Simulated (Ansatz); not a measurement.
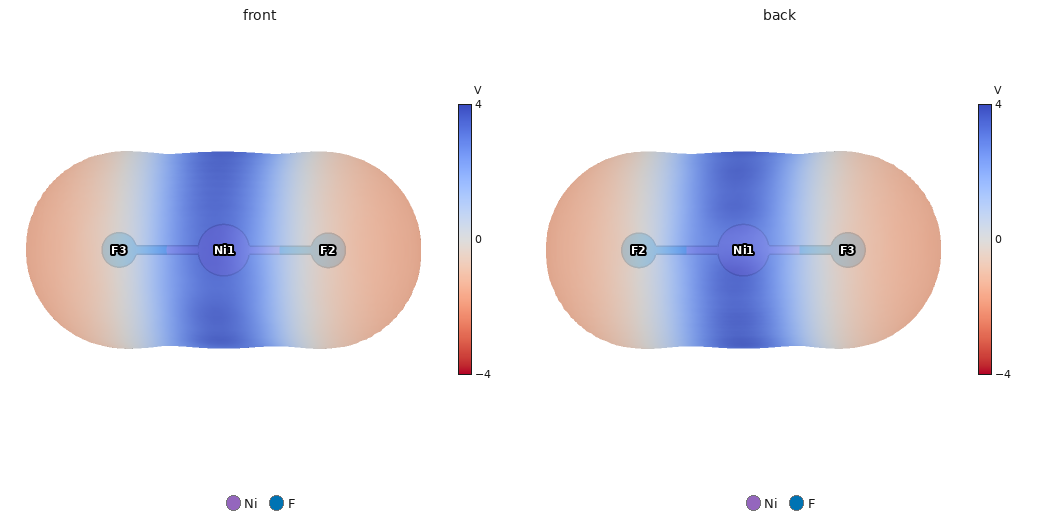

F2Ni. The molecular electrostatic potential painted on the density surface at 0.002 e/bohr³, seen from the front and from behind; red is negative and blue positive.

Geometry: PBE-D4/def2-TZVP.

Theory: RKS PBE0-D4/def2-TZVP (Ansatz 0.2.0).

| atom | x (Å) | y (Å) | z (Å) |
| --- | --- | --- | --- |
| Ni | 0.0000 | 0.0000 | 0.0000 |
| F | -0.0175 | -0.0216 | 1.7271 |
| F | 0.0175 | 0.0216 | -1.7271 |

> Where is the surface potential most negative and most positive?

The most negative region (about −1.4 V) lies over F2 and F3, the most positive (about +3.6 V) over Ni1.
